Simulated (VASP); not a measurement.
Band structure of MgH$_{2}$ (space group P4_2/mnm). All values below come from LDA (Ceperley-Alder, Perdew-Zunger), VASP's LDA PAW potentials (set 64) (plane waves; VASP).

The path is coarsely sampled, so an indirect gap can come out somewhat too large.

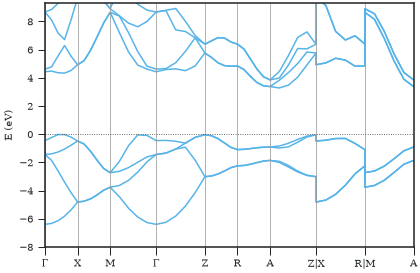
*Bands along high-symmetry lines, zero at the valence-band maximum or, without a gap, the Fermi level*

### Question
Read the plot: is there a gap, and where are the band edges?

### Answer
The gap is indirect, 3.28 eV, from the valence maximum at (0.25, 0.00, 0.00) to the conduction minimum at A-Z at 0.20.

The structure is a typed MgH2 crystal (P4_2/mnm). The cell was not relaxed at this level.
